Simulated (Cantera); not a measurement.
Input: 1 mol PbF₂, 0.22 mol H₂, 1.1 mol N₂, held at 0.110 bar.

These are equilibrium values from Cantera (NASA tables, ideal gas, pure condensed phases), not measurements of a reactor. Candidate condensed phases: Pb, PbF₂; 26 gas species. Each liquid is taken as pure. Mutual solubility and eutectic melting of coexisting phases are not modelled. Equilibrium is a limit: real reactors are often held back by kinetics, nucleation or transport.

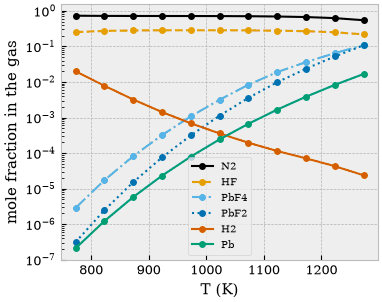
Fig. 1. Equilibrium gas composition (values under 1e-9 drawn at 1e-9)

Problem. Read off the mole fractions at 1123 K.

Solution. N₂ about 0.69, HF about 0.28, PbF₄ about 0.019, PbF₂ about 0.0098, Pb about 0.0017, H₂ about 0.00011.
